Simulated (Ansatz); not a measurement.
## Run report: GeH₃ClF₂, molecular dynamics (part 2 of 5)

Continued. System: GeH₃ClF₂. Method: RKS PBE/def2-SVP (Ansatz 0.2.0). It belongs to a series of runs on one base structure; here: dynamics from the highest image of the converged band.

Geometry of the input (Å):
```
Ge -0.3342  -0.0369  -0.0629
H  0.2278  0.1900  1.6225
F  1.3986  -0.2393  -0.3218
H  -0.6989  1.2085  -0.8824
F  -0.8482  -1.6176  -0.5716
Cl -2.3437  0.1697  1.4022
H  -0.7102  0.2194  1.8161
```

**Output, continued**
```
md step   116: t =    58.00 fs  T =  1793.7 K  F+E_penalty+E_count = -74490.61618188 eV  E_kin = 1.159294 eV  conserved = -74489.45688803 eV  (26 SCF iters)
md step   117: t =    58.50 fs  T =  1787.9 K  F+E_penalty+E_count = -74490.61217910 eV  E_kin = 1.155518 eV  conserved = -74489.45666118 eV  (25 SCF iters)
md step   118: t =    59.00 fs  T =  1790.0 K  F+E_penalty+E_count = -74490.61340203 eV  E_kin = 1.156909 eV  conserved = -74489.45649325 eV  (25 SCF iters)
md step   119: t =    59.50 fs  T =  1804.0 K  F+E_penalty+E_count = -74490.62240563 eV  E_kin = 1.165944 eV  conserved = -74489.45646166 eV  (25 SCF iters)
md step   120: t =    60.00 fs  T =  1830.4 K  F+E_penalty+E_count = -74490.63959578 eV  E_kin = 1.182991 eV  conserved = -74489.45660430 eV  (25 SCF iters)
md step   121: t =    60.50 fs  T =  1865.7 K  F+E_penalty+E_count = -74490.66266527 eV  E_kin = 1.205773 eV  conserved = -74489.45689185 eV  (26 SCF iters)
md step   122: t =    61.00 fs  T =  1902.9 K  F+E_penalty+E_count = -74490.68707497 eV  E_kin = 1.229846 eV  conserved = -74489.45722855 eV  (26 SCF iters)
md step   123: t =    61.50 fs  T =  1934.1 K  F+E_penalty+E_count = -74490.70749776 eV  E_kin = 1.249997 eV  conserved = -74489.45750060 eV  (26 SCF iters)
md step   124: t =    62.00 fs  T =  1952.5 K  F+E_penalty+E_count = -74490.71955351 eV  E_kin = 1.261926 eV  conserved = -74489.45762765 eV  (25 SCF iters)
md step   125: t =    62.50 fs  T =  1954.9 K  F+E_penalty+E_count = -74490.72107017 eV  E_kin = 1.263482 eV  conserved = -74489.45758818 eV  (26 SCF iters)
md step   126: t =    63.00 fs  T =  1941.9 K  F+E_penalty+E_count = -74490.71246570 eV  E_kin = 1.255053 eV  conserved = -74489.45741286 eV  (26 SCF iters)
md step   127: t =    63.50 fs  T =  1917.3 K  F+E_penalty+E_count = -74490.69632511 eV  E_kin = 1.239166 eV  conserved = -74489.45715873 eV  (26 SCF iters)
md step   128: t =    64.00 fs  T =  1887.1 K  F+E_penalty+E_count = -74490.67653195 eV  E_kin = 1.219645 eV  conserved = -74489.45688730 eV  (26 SCF iters)
md step   129: t =    64.50 fs  T =  1857.8 K  F+E_penalty+E_count = -74490.65731401 eV  E_kin = 1.200664 eV  conserved = -74489.45664979 eV  (25 SCF iters)
md step   130: t =    65.00 fs  T =  1835.0 K  F+E_penalty+E_count = -74490.64243468 eV  E_kin = 1.185957 eV  conserved = -74489.45647746 eV  (26 SCF iters)
md step   131: t =    65.50 fs  T =  1823.1 K  F+E_penalty+E_count = -74490.63463418 eV  E_kin = 1.178243 eV  conserved = -74489.45639086 eV  (25 SCF iters)
md step   132: t =    66.00 fs  T =  1824.1 K  F+E_penalty+E_count = -74490.63529244 eV  E_kin = 1.178895 eV  conserved = -74489.45639791 eV  (25 SCF iters)
md step   133: t =    66.50 fs  T =  1837.9 K  F+E_penalty+E_count = -74490.64429748 eV  E_kin = 1.187803 eV  conserved = -74489.45649489 eV  (25 SCF iters)
md step   134: t =    67.00 fs  T =  1862.0 K  F+E_penalty+E_count = -74490.66009451 eV  E_kin = 1.203425 eV  conserved = -74489.45666914 eV  (24 SCF iters)
md step   135: t =    67.50 fs  T =  1892.3 K  F+E_penalty+E_count = -74490.67990975 eV  E_kin = 1.223014 eV  conserved = -74489.45689530 eV  (24 SCF iters)
md step   136: t =    68.00 fs  T =  1923.3 K  F+E_penalty+E_count = -74490.70017835 eV  E_kin = 1.243045 eV  conserved = -74489.45713382 eV  (25 SCF iters)
md step   137: t =    68.50 fs  T =  1949.3 K  F+E_penalty+E_count = -74490.71718777 eV  E_kin = 1.259856 eV  conserved = -74489.45733222 eV  (26 SCF iters)
md step   138: t =    69.00 fs  T =  1965.7 K  F+E_penalty+E_count = -74490.72789916 eV  E_kin = 1.270460 eV  conserved = -74489.45743927 eV  (26 SCF iters)
md step   139: t =    69.50 fs  T =  1970.2 K  F+E_penalty+E_count = -74490.73076761 eV  E_kin = 1.273351 eV  conserved = -74489.45741636 eV  (25 SCF iters)
md step   140: t =    70.00 fs  T =  1963.5 K  F+E_penalty+E_count = -74490.72629089 eV  E_kin = 1.269025 eV  conserved = -74489.45726623 eV  (25 SCF iters)
md step   141: t =    70.50 fs  T =  1949.4 K  F+E_penalty+E_count = -74490.71692748 eV  E_kin = 1.259885 eV  conserved = -74489.45704258 eV  (26 SCF iters)
md step   142: t =    71.00 fs  T =  1933.2 K  F+E_penalty+E_count = -74490.70624241 eV  E_kin = 1.249407 eV  conserved = -74489.45683505 eV  (25 SCF iters)
md step   143: t =    71.50 fs  T =  1919.9 K  F+E_penalty+E_count = -74490.69754333 eV  E_kin = 1.240822 eV  conserved = -74489.45672180 eV  (25 SCF iters)
md step   144: t =    72.00 fs  T =  1912.4 K  F+E_penalty+E_count = -74490.69268506 eV  E_kin = 1.235957 eV  conserved = -74489.45672766 eV  (26 SCF iters)
md step   145: t =    72.50 fs  T =  1910.7 K  F+E_penalty+E_count = -74490.69168237 eV  E_kin = 1.234869 eV  conserved = -74489.45681366 eV  (25 SCF iters)
md step   146: t =    73.00 fs  T =  1913.0 K  F+E_penalty+E_count = -74490.69326564 eV  E_kin = 1.236353 eV  conserved = -74489.45691222 eV  (25 SCF iters)
md step   147: t =    73.50 fs  T =  1916.9 K  F+E_penalty+E_count = -74490.69588769 eV  E_kin = 1.238915 eV  conserved = -74489.45697258 eV  (26 SCF iters)
md step   148: t =    74.00 fs  T =  1921.0 K  F+E_penalty+E_count = -74490.69851361 eV  E_kin = 1.241530 eV  conserved = -74489.45698356 eV  (26 SCF iters)
md step   149: t =    74.50 fs  T =  1924.6 K  F+E_penalty+E_count = -74490.70084223 eV  E_kin = 1.243880 eV  conserved = -74489.45696185 eV  (26 SCF iters)
md step   150: t =    75.00 fs  T =  1928.1 K  F+E_penalty+E_count = -74490.70307832 eV  E_kin = 1.246144 eV  conserved = -74489.45693457 eV  (24 SCF iters)
md step   151: t =    75.50 fs  T =  1932.0 K  F+E_penalty+E_count = -74490.70556113 eV  E_kin = 1.248645 eV  conserved = -74489.45691632 eV  (24 SCF iters)
md step   152: t =    76.00 fs  T =  1936.6 K  F+E_penalty+E_count = -74490.70852232 eV  E_kin = 1.251612 eV  conserved = -74489.45691035 eV  (24 SCF iters)
md step   153: t =    76.50 fs  T =  1942.0 K  F+E_penalty+E_count = -74490.71201392 eV  E_kin = 1.255101 eV  conserved = -74489.45691309 eV  (24 SCF iters)
md step   154: t =    77.00 fs  T =  1948.0 K  F+E_penalty+E_count = -74490.71593353 eV  E_kin = 1.259011 eV  conserved = -74489.45692296 eV  (25 SCF iters)
md step   155: t =    77.50 fs  T =  1954.3 K  F+E_penalty+E_count = -74490.72003741 eV  E_kin = 1.263094 eV  conserved = -74489.45694329 eV  (25 SCF iters)
md step   156: t =    78.00 fs  T =  1960.3 K  F+E_penalty+E_count = -74490.72389444 eV  E_kin = 1.266915 eV  conserved = -74489.45697983 eV  (25 SCF iters)
md step   157: t =    78.50 fs  T =  1964.7 K  F+E_penalty+E_count = -74490.72681104 eV  E_kin = 1.269774 eV  conserved = -74489.45703677 eV  (25 SCF iters)
md step   158: t =    79.00 fs  T =  1966.1 K  F+E_penalty+E_count = -74490.72780240 eV  E_kin = 1.270694 eV  conserved = -74489.45710889 eV  (25 SCF iters)
md step   159: t =    79.50 fs  T =  1962.8 K  F+E_penalty+E_count = -74490.72570897 eV  E_kin = 1.268534 eV  conserved = -74489.45717525 eV  (25 SCF iters)
md step   160: t =    80.00 fs  T =  1953.2 K  F+E_penalty+E_count = -74490.71953034 eV  E_kin = 1.262325 eV  conserved = -74489.45720529 eV  (25 SCF iters)
md step   161: t =    80.50 fs  T =  1936.8 K  F+E_penalty+E_count = -74490.70893642 eV  E_kin = 1.251779 eV  conserved = -74489.45715733 eV  (24 SCF iters)
md step   162: t =    81.00 fs  T =  1915.3 K  F+E_penalty+E_count = -74490.69484019 eV  E_kin = 1.237830 eV  conserved = -74489.45701036 eV  (26 SCF iters)
md step   163: t =    81.50 fs  T =  1892.2 K  F+E_penalty+E_count = -74490.67968910 eV  E_kin = 1.222908 eV  conserved = -74489.45678089 eV  (25 SCF iters)
md step   164: t =    82.00 fs  T =  1873.2 K  F+E_penalty+E_count = -74490.66715574 eV  E_kin = 1.210619 eV  conserved = -74489.45653655 eV  (25 SCF iters)
md step   165: t =    82.50 fs  T =  1864.0 K  F+E_penalty+E_count = -74490.66106716 eV  E_kin = 1.204690 eV  conserved = -74489.45637746 eV  (26 SCF iters)
md step   166: t =    83.00 fs  T =  1868.3 K  F+E_penalty+E_count = -74490.66387607 eV  E_kin = 1.207489 eV  conserved = -74489.45638723 eV  (25 SCF iters)
md step   167: t =    83.50 fs  T =  1885.9 K  F+E_penalty+E_count = -74490.67541034 eV  E_kin = 1.218828 eV  conserved = -74489.45658202 eV  (25 SCF iters)
md step   168: t =    84.00 fs  T =  1912.0 K  F+E_penalty+E_count = -74490.69264007 eV  E_kin = 1.235744 eV  conserved = -74489.45689606 eV  (25 SCF iters)
md step   169: t =    84.50 fs  T =  1939.4 K  F+E_penalty+E_count = -74490.71065706 eV  E_kin = 1.253434 eV  conserved = -74489.45722298 eV  (25 SCF iters)
md step   170: t =    85.00 fs  T =  1960.2 K  F+E_penalty+E_count = -74490.72432643 eV  E_kin = 1.266864 eV  conserved = -74489.45746290 eV  (25 SCF iters)
md step   171: t =    85.50 fs  T =  1968.5 K  F+E_penalty+E_count = -74490.72982523 eV  E_kin = 1.272262 eV  conserved = -74489.45756340 eV  (25 SCF iters)
md step   172: t =    86.00 fs  T =  1961.9 K  F+E_penalty+E_count = -74490.72549895 eV  E_kin = 1.267977 eV  conserved = -74489.45752182 eV  (25 SCF iters)
md step   173: t =    86.50 fs  T =  1941.2 K  F+E_penalty+E_count = -74490.71196338 eV  E_kin = 1.254599 eV  conserved = -74489.45736447 eV  (25 SCF iters)
md step   174: t =    87.00 fs  T =  1910.2 K  F+E_penalty+E_count = -74490.69170200 eV  E_kin = 1.234569 eV  conserved = -74489.45713317 eV  (25 SCF iters)
md step   175: t =    87.50 fs  T =  1874.6 K  F+E_penalty+E_count = -74490.66841833 eV  E_kin = 1.211548 eV  conserved = -74489.45687030 eV  (25 SCF iters)
md step   176: t =    88.00 fs  T =  1840.8 K  F+E_penalty+E_count = -74490.64632666 eV  E_kin = 1.189706 eV  conserved = -74489.45662085 eV  (26 SCF iters)
md step   177: t =    88.50 fs  T =  1814.9 K  F+E_penalty+E_count = -74490.62941665 eV  E_kin = 1.172987 eV  conserved = -74489.45642935 eV  (26 SCF iters)
md step   178: t =    89.00 fs  T =  1801.6 K  F+E_penalty+E_count = -74490.62072664 eV  E_kin = 1.164389 eV  conserved = -74489.45633799 eV  (25 SCF iters)
md step   179: t =    89.50 fs  T =  1803.1 K  F+E_penalty+E_count = -74490.62169172 eV  E_kin = 1.165317 eV  conserved = -74489.45637477 eV  (25 SCF iters)
md step   180: t =    90.00 fs  T =  1818.3 K  F+E_penalty+E_count = -74490.63172222 eV  E_kin = 1.175180 eV  conserved = -74489.45654189 eV  (25 SCF iters)
md step   181: t =    90.50 fs  T =  1843.4 K  F+E_penalty+E_count = -74490.64818557 eV  E_kin = 1.191376 eV  conserved = -74489.45680921 eV  (25 SCF iters)
md step   182: t =    91.00 fs  T =  1871.9 K  F+E_penalty+E_count = -74490.66690037 eV  E_kin = 1.209785 eV  conserved = -74489.45711570 eV  (24 SCF iters)
md step   183: t =    91.50 fs  T =  1896.5 K  F+E_penalty+E_count = -74490.68311504 eV  E_kin = 1.225736 eV  conserved = -74489.45737919 eV  (25 SCF iters)
md step   184: t =    92.00 fs  T =  1911.3 K  F+E_penalty+E_count = -74490.69278371 eV  E_kin = 1.235264 eV  conserved = -74489.45751974 eV  (25 SCF iters)
md step   185: t =    92.50 fs  T =  1912.9 K  F+E_penalty+E_count = -74490.69378746 eV  E_kin = 1.236300 eV  conserved = -74489.45748723 eV  (26 SCF iters)
md step   186: t =    93.00 fs  T =  1902.2 K  F+E_penalty+E_count = -74490.68666918 eV  E_kin = 1.229379 eV  conserved = -74489.45729064 eV  (26 SCF iters)
md step   187: t =    93.50 fs  T =  1883.8 K  F+E_penalty+E_count = -74490.67447892 eV  E_kin = 1.217476 eV  conserved = -74489.45700283 eV  (25 SCF iters)
md step   188: t =    94.00 fs  T =  1864.3 K  F+E_penalty+E_count = -74490.66162923 eV  E_kin = 1.204889 eV  conserved = -74489.45674010 eV  (26 SCF iters)
md step   189: t =    94.50 fs  T =  1849.8 K  F+E_penalty+E_count = -74490.65212702 eV  E_kin = 1.195521 eV  conserved = -74489.45660572 eV  (25 SCF iters)
md step   190: t =    95.00 fs  T =  1843.4 K  F+E_penalty+E_count = -74490.64801244 eV  E_kin = 1.191377 eV  conserved = -74489.45663592 eV  (25 SCF iters)
md step   191: t =    95.50 fs  T =  1844.4 K  F+E_penalty+E_count = -74490.64880863 eV  E_kin = 1.192023 eV  conserved = -74489.45678573 eV  (25 SCF iters)
md step   192: t =    96.00 fs  T =  1849.4 K  F+E_penalty+E_count = -74490.65219711 eV  E_kin = 1.195238 eV  conserved = -74489.45695916 eV  (25 SCF iters)
md step   193: t =    96.50 fs  T =  1854.2 K  F+E_penalty+E_count = -74490.65542310 eV  E_kin = 1.198350 eV  conserved = -74489.45707359 eV  (26 SCF iters)
md step   194: t =    97.00 fs  T =  1855.9 K  F+E_penalty+E_count = -74490.65658178 eV  E_kin = 1.199491 eV  conserved = -74489.45709086 eV  (24 SCF iters)
md step   195: t =    97.50 fs  T =  1854.0 K  F+E_penalty+E_count = -74490.65524670 eV  E_kin = 1.198226 eV  conserved = -74489.45702073 eV  (25 SCF iters)
md step   196: t =    98.00 fs  T =  1849.7 K  F+E_penalty+E_count = -74490.65236580 eV  E_kin = 1.195464 eV  conserved = -74489.45690171 eV  (25 SCF iters)
md step   197: t =    98.50 fs  T =  1845.8 K  F+E_penalty+E_count = -74490.64969570 eV  E_kin = 1.192917 eV  conserved = -74489.45677872 eV  (26 SCF iters)
md step   198: t =    99.00 fs  T =  1845.0 K  F+E_penalty+E_count = -74490.64910878 eV  E_kin = 1.192420 eV  conserved = -74489.45668858 eV  (25 SCF iters)
md step   199: t =    99.50 fs  T =  1849.5 K  F+E_penalty+E_count = -74490.65200397 eV  E_kin = 1.195349 eV  conserved = -74489.45665512 eV  (25 SCF iters)
these checks for a lower state are left out or cut short: starts, cluster_reference, orbital_swaps, neighbouring_geometries, increment
1016 factors; their error is unknown
mean field -74490.65891632 eV, -2737.4812235926 hartree, gradient 3.8e-5 eV, S^2 0.000000; 0 other end points of the search recorded, 0 dependent functions left out
the calculation of the forces begins
reference -74490.65895215 eV, -2737.4812249095 hartree; 35, 35 occupied and 58, 58 virtual orbitals, 1016 factors
1016 factors; their error is unknown
mean field evaluation 1312: about -74490.7242 eV, gradient 4.9e-2 eV
mean field -74490.65891632 eV, -2737.4812235926 hartree, gradient 3.8e-5 eV, S^2 0.000000; 1 other end points of the search recorded, 0 dependent functions left out
the calculation of the forces begins
reference -74490.65895215 eV, -2737.4812249095 hartree; 35, 35 occupied and 58, 58 virtual orbitals, 1016 factors
md step   200: t =   100.00 fs  T =  1860.2 K  F+E_penalty+E_count = -74490.65891632 eV  E_kin = 1.202229 eV  conserved = -74489.45668690 eV  (25 SCF iters)
```

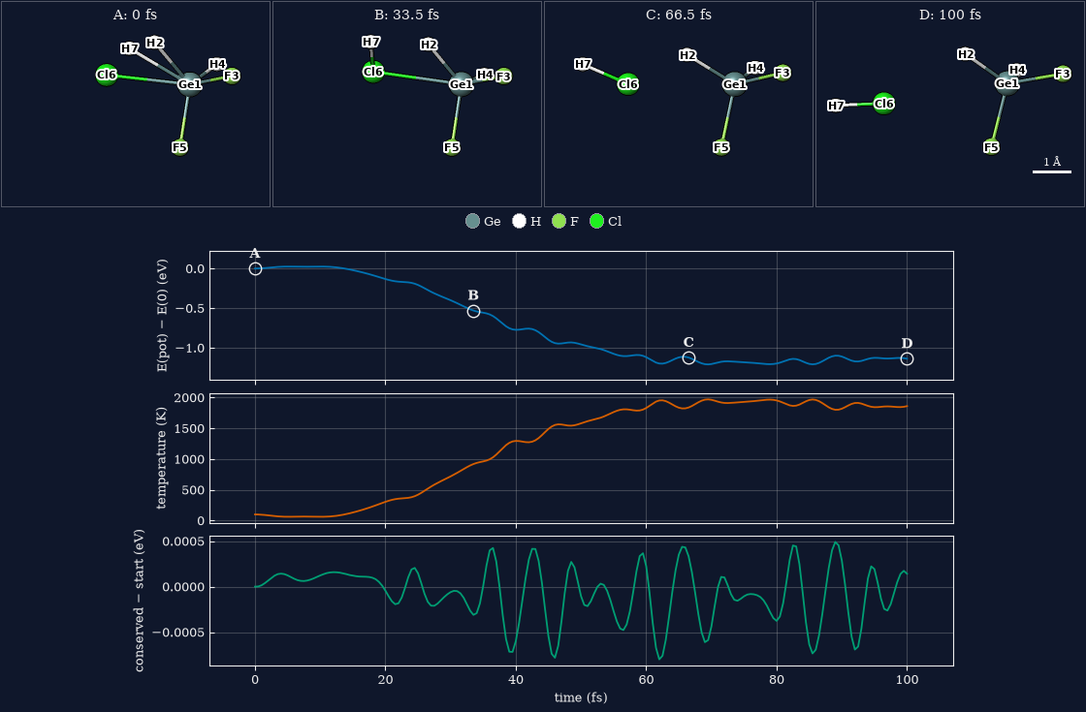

*Frames of the molecular dynamics (ball-and-stick, seen at a tilt) above the curves, on which the letters mark them.*

The trajectory kept here has 201 frames over 100 fs. The temperature starts at 100 K, ranges from 62 to 1970 K and averages 1863 K over the second half. The potential energy ends 1.137 eV below its first value. The conserved quantity stays within 0.0013 eV. After an unweighted best fit of the last frame on the first, the root-mean-square displacement is 1.47 Å, and H7 has moved furthest (3.11 Å).

```
Total energy: -74490.65895215 eV, -2737.4812249095 hartree
Atom 0 at     0.191919    -0.149806    -0.144980 Å, force    -0.148852     0.032516     0.519847 eV/Å
Atom 1 at     0.671461    -0.267761     1.370940 Å, force    -0.206115    -0.052158    -0.737918 eV/Å
Atom 2 at     1.643456    -0.188089    -1.148040 Å, force    -0.441762    -0.201197     0.176882 eV/Å
Atom 3 at    -0.633900     1.097771    -0.558317 Å, force     0.160895    -0.034085     0.026488 eV/Å
Atom 4 at    -0.890964    -1.498557    -0.518491 Å, force     0.611493     0.248921     0.038666 eV/Å
Atom 5 at    -3.442147     0.325644     1.949268 Å, force    -0.907332    -0.082992     1.050106 eV/Å
Atom 6 at    -4.303823     0.233621     2.985049 Å, force     0.931672     0.088996    -1.074072 eV/Å
Dipole moment:    -0.284242     0.280815     0.542257 e Å
```

**Trajectory as extended XYZ (Å, eV, eV/Å), 101 of the 201 frames kept, from step=0 to step=200**
```
7
Properties=species:S:1:pos:R:3:forces:R:3 step=0 time_fs=0.0 energy=-74489.52146 temperature=100.0
Ge   -0.3342   -0.0369   -0.0629    0.0081  -0.0167  -0.0096
H     0.2278    0.1900    1.6225   -0.0033  -0.0057   0.0044
F     1.3986   -0.2393   -0.3218   -0.0139   0.0085   0.0043
H    -0.6989    1.2085   -0.8824    0.0015   0.0055  -0.0033
F    -0.8482   -1.6176   -0.5716    0.0008   0.0078   0.0089
Cl   -2.3437    0.1697    1.4022   -0.0064   0.0003  -0.0019
H    -0.7102    0.2194    1.8161    0.0130   0.0003  -0.0029
7
Properties=species:S:1:pos:R:3:forces:R:3 step=2 time_fs=1.0 energy=-74489.51883 temperature=96.0
Ge   -0.3337   -0.0369   -0.0629   -0.1126  -0.1663  -0.0844
H     0.2203    0.1895    1.6069    0.1688   0.0126   0.0802
F     1.3966   -0.2394   -0.3205    0.0597   0.0079  -0.0029
H    -0.7060    1.1974   -0.8825   -0.0119   0.1069  -0.0611
F    -0.8463   -1.6189   -0.5746    0.0125   0.0426   0.0321
Cl   -2.3445    0.1708    1.4037    0.0033  -0.0004  -0.0112
H    -0.7029    0.2255    1.8061   -0.1199  -0.0033   0.0474
7
Properties=species:S:1:pos:R:3:forces:R:3 step=4 time_fs=2.0 energy=-74489.51204 temperature=85.5
Ge   -0.3332   -0.0370   -0.0629   -0.2255  -0.2984  -0.1639
H     0.2145    0.1892    1.5920    0.3190   0.0295   0.1532
F     1.3946   -0.2395   -0.3191    0.1341   0.0068  -0.0134
H    -0.7131    1.1873   -0.8832   -0.0232   0.1925  -0.1098
F    -0.8443   -1.6203   -0.5776    0.0223   0.0760   0.0547
Cl   -2.3453    0.1719    1.4053    0.0165  -0.0007  -0.0166
H    -0.6967    0.2316    1.7965   -0.2432  -0.0057   0.0958
7
Properties=species:S:1:pos:R:3:forces:R:3 step=6 time_fs=3.0 energy=-74489.50420 temperature=73.5
Ge   -0.3327   -0.0372   -0.0630   -0.3213  -0.3952  -0.2440
H     0.2116    0.1891    1.5785    0.4101   0.0451   0.2183
F     1.3927   -0.2395   -0.3177    0.2090   0.0050  -0.0302
H    -0.7205    1.1791   -0.8849   -0.0285   0.2470  -0.1397
F    -0.8424   -1.6216   -0.5806    0.0287   0.1071   0.0767
Cl   -2.3460    0.1730    1.4069    0.0355  -0.0001  -0.0148
H    -0.6928    0.2376    1.7878   -0.3335  -0.0089   0.1336
7
Properties=species:S:1:pos:R:3:forces:R:3 step=8 time_fs=4.0 energy=-74489.49867 temperature=65.0
Ge   -0.3323   -0.0374   -0.0630   -0.3930  -0.4448  -0.3191
H     0.2126    0.1895    1.5672    0.4162   0.0598   0.2706
F     1.3910   -0.2396   -0.3163    0.2835   0.0022  -0.0553
H    -0.7281    1.1732   -0.8880   -0.0248   0.2606  -0.1439
F    -0.8404   -1.6229   -0.5835    0.0307   0.1355   0.0976
Cl   -2.3468    0.1741    1.4085    0.0611   0.0017  -0.0040
H    -0.6921    0.2435    1.7804   -0.3738  -0.0151   0.1541
7
Properties=species:S:1:pos:R:3:forces:R:3 step=10 time_fs=5.0 energy=-74489.49685 temperature=62.1
Ge   -0.3320   -0.0376   -0.0631   -0.4366  -0.4439  -0.3828
H     0.2175    0.1904    1.5584    0.3345   0.0735   0.3039
F     1.3893   -0.2397   -0.3150    0.3562  -0.0016  -0.0889
H    -0.7360    1.1697   -0.8924   -0.0110   0.2319  -0.1210
F    -0.8384   -1.6240   -0.5864    0.0280   0.1608   0.1171
Cl   -2.3476    0.1752    1.4101    0.0920   0.0047   0.0156
H    -0.6950    0.2493    1.7744   -0.3631  -0.0254   0.1561
```
